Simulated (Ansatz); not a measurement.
Computed energy over volume and axial ratio: HfO2 (fluorite)

HfO$_{2}$ (fluorite)

```cif
data_Hf4O8
_chemical_formula_sum 'Hf4 O8'
_space_group_name_H-M_alt 'Fm-3m'
_space_group_IT_number 225
_space_group_name_Hall '-F 4 2 3'
_cell_length_a 5.09813
_cell_length_b 5.09813
_cell_length_c 5.09813
_cell_angle_alpha 90.000
_cell_angle_beta 90.000
_cell_angle_gamma 90.000
loop_
_atom_site_label
_atom_site_type_symbol
_atom_site_symmetry_multiplicity
_atom_site_Wyckoff_symbol
_atom_site_fract_x
_atom_site_fract_y
_atom_site_fract_z
_atom_site_occupancy
Hf1 Hf 4 a 0.00000 0.00000 0.00000 1
O1 O 8 c 0.25000 0.25000 0.25000 1
```
(The calculation used a cell of 3 atoms; values per cell refer to that cell.)

Grid over V/V₀ and (c/a)/(c/a)₀, subscript 0 meaning the relaxed cell; the conventional c axis lies along z; no internal relaxation.

All values below come from PBE (plane waves to 420 eV, PAW, scalar-relativistic; Ansatz, a quantum-chemistry and plane-wave program). k mesh 11×11×11 (Γ-centred), Fermi-Dirac smearing 0.05 eV. The energy includes the smearing's −TS. Compression counts positive. HfO2 is run without spin polarisation. HfO2 was relaxed with its symmetry unable to fall. Spin-orbit coupling is left out, though Hf is heavy. The PAW data are Ansatz's earlier set. This is a high-temperature form of HfO2. ΔE is measured from the relaxed starting cell.

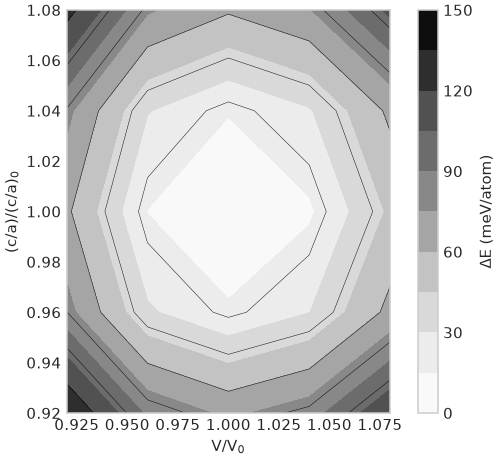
Figure: ΔE (meV/atom) over the 5×5 grid of computed points.

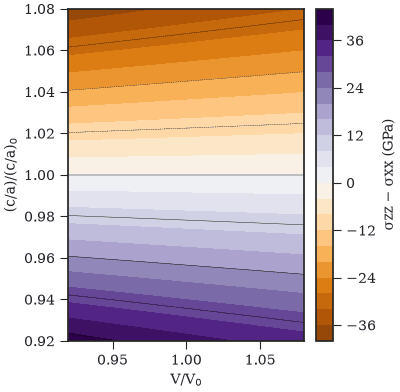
Fig. 1. σzz − σxx (GPa) over the 5×5 grid of computed points.

The shear modulus C′ = (C11 − C12)/2 (fit, atoms clamped) is 225 GPa. Highest place on the grid: V/V₀ = 0.920, (c/a)/(c/a)₀ = 0.920 (136.3 meV/atom). Lowest place on the grid: V/V₀ = 1.000, (c/a)/(c/a)₀ = 1.000 (0.0 meV/atom).

Near the relaxed cell σzz − σxx = −2Cδ (compression positive), C being this modulus and δ the logarithm of the ratio.

(Under strain, the slope of the energy per volume gives the stress and its curvature an elastic modulus.)
